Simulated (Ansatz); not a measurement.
# HF/def2-SVP (core potential) run of C2H7InO (SMILES [CH3][In]([CH3])[OH])

Aim: the vertical singlet–triplet gap of C2H7InO at HF/def2-SVP (core potential), from 2 runs. 

Program for the calculation: Ansatz 0.2.0.

30 further runs of the same task are left out: 30 set aside as unsound or not needed.

**1. The molecule**

C2H7InO: 11 atoms, total charge 0, spin state singlet. As SMILES, `[CH3][In]([CH3])[OH]`. The shape is that of a PBE0-D4/def2-TZVP optimisation.

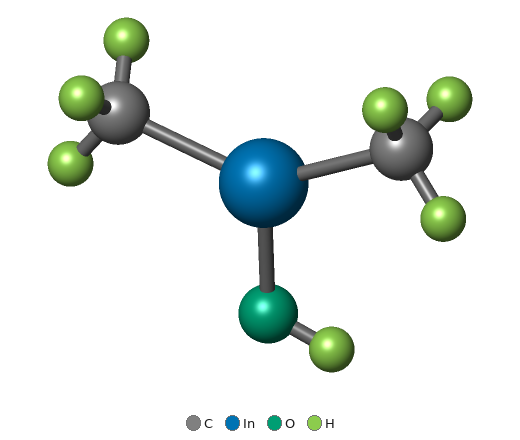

The structure, seen from a chosen angle (carbon grey, indium blue, oxygen teal, hydrogen green).

**2. The energy at HF/def2-SVP (core potential)**

in.yaml reads:

```yaml
basis:
  gaussian: {orbitals: def2-SVP}
crystal:
  periodic: [false, false, false]
  atoms:
    - {symbol: C, position_ang: [-1.237900, 1.174600, -1.040300]}
    - {symbol: In, position_ang: [0.014400, -0.256200, -0.041000]}
    - {symbol: C, position_ang: [1.531800, -0.211200, 1.463900]}
    - {symbol: O, position_ang: [-0.279600, -2.154900, -0.620200]}
    - {symbol: H, position_ang: [-1.551200, 0.785300, -2.009500]}
    - {symbol: H, position_ang: [-0.715300, 2.120700, -1.184200]}
    - {symbol: H, position_ang: [-2.128400, 1.363200, -0.437100]}
    - {symbol: H, position_ang: [1.929400, -1.218000, 1.588800]}
    - {symbol: H, position_ang: [1.117400, 0.131700, 2.413400]}
    - {symbol: H, position_ang: [2.339100, 0.465700, 1.180700]}
    - {symbol: H, position_ang: [-0.954500, -2.257800, -1.293900]}
hamiltonian: {xc: hf}
accuracy: high
output: {orbitals: {seedname: orbitals}}
```

Run with:

```
ansatz run in.yaml --threads 1 --pin off --max-ram 2610MiB --events-out events.jsonl --progress --plain --runs-dir runs
```

What it wrote:

```text
Warning: RAYON_NUM_THREADS=1 ignored (pool sized by the plan → 1); use --threads N
Functional definition: HF
  name "HF"
  exchange = exact_x
  correlation = 0
2550 factors; integrals over basis functions are off by at most 1.5e-8 eV
mean field evaluation 1: about -9349.2526 eV, gradient 4.6e1 eV
mean field evaluation 2: about -9349.3478 eV, gradient 4.6e1 eV
mean field evaluation 4: about -9354.0277 eV, gradient 4.0e0 eV
mean field evaluation 8: about -9354.0900 eV, gradient 1.9e-4 eV
mean field -9354.08998346 eV, -343.7564664623 hartree, gradient 2.3e-8 eV, S^2 0.000000; 0 other end points of the search recorded, 0 dependent functions left out
reference -9354.08998346 eV, -343.7564664623 hartree; 24, 24 occupied and 79, 79 virtual orbitals, 2550 factors
Total energy: -9354.08998346 eV, -343.7564664623 hartree
```

Wall time 4.5 s (1 thread of Arm Neoverse V2, shared host); peak memory 0.34 GiB.

**3. The triplet, same level**

Edit in.yaml of step 2 so:

```diff
@@ -1,3 +1 @@
-basis:
-  gaussian: {orbitals: def2-SVP}
 crystal:
@@ -16,2 +14,5 @@
     - {symbol: H, position_ang: [-0.954500, -2.257800, -1.293900]}
+basis:
+  gaussian: {orbitals: def2-SVP}
+magnetization: {spin_polarized: true, initial_magnetization: 2}
 hamiltonian: {xc: hf}
```

Run with:

```
ansatz run in.yaml --threads 1 --pin off --max-ram 2610MiB --events-out events.jsonl --progress --plain --runs-dir runs
```

What it wrote, cut to the lines that bear on the results:

```text
Warning: RAYON_NUM_THREADS=1 ignored (pool sized by the plan → 1); use --threads N
Functional definition: HF
  name "HF"
[...]
2550 factors; integrals over basis functions are off by at most 1.5e-8 eV
[...]
mean field -9349.41135771 eV, -343.5845301372 hartree, gradient 2.2e-8 eV, S^2 2.037696; 6 other end points of the search recorded, 0 dependent functions left out
reference -9349.41135771 eV, -343.5845301372 hartree; 25, 23 occupied and 78, 80 virtual orbitals, 2550 factors
Total energy: -9349.41135771 eV, -343.5845301372 hartree
```

It took 35 s on 1 thread of Arm Neoverse V2, shared host; peak memory 0.44 GiB.

**4. Summary of results**

Level: HF/def2-SVP (core potential).

| quantity | value |
| --- | --- |
| singlet: total energy | -343.75647 Eh |
| singlet: HOMO energy | -10.18 eV |
| singlet: LUMO energy | 1.91 eV |
| singlet: HOMO–LUMO gap | 12.09 eV |
| triplet: total energy | -343.58453 Eh |
| triplet: HOMO energy (highest over α and β) | -4.19 eV |
| triplet: LUMO energy (lowest over α and β) | -0.52 eV |
| triplet: ⟨S²⟩ | 2.038 |
| vertical energy of the triplet above the singlet | 4.679 eV |

What this shows: At this shape the triplet lies 4.68 eV (451 kJ/mol) above the singlet.
